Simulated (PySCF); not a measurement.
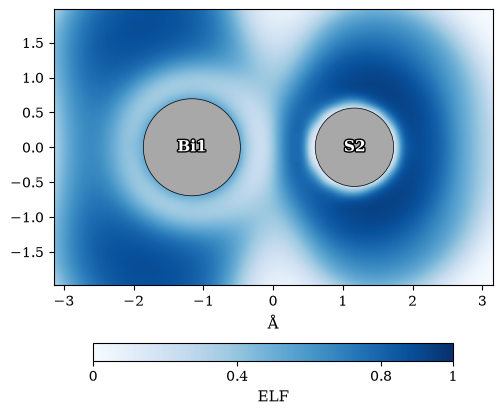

BiS (doublet). Electron localisation function on a plane that holds the molecular axis. Grey discs cover the atomic cores.

Core potentials replace the inner electrons of Bi.

All numbers below come from PBE0/def2-SVPD, non-relativistic Hamiltonian with scalar-relativistic core potentials where named, at a bond length of 2.331 Å (PySCF).

### Interpret the plot.

- Atoms in the plane: Bi and S.
- Bi–S (2.33 Å): the ELF peaks at about 0.75 in the valence shell of S, 0.9 Å from its nucleus, and drops to about 0.20 between the two atoms.
- The ELF also peaks beside S2, away from the bonds: non-bonding electrons, paired or unpaired.
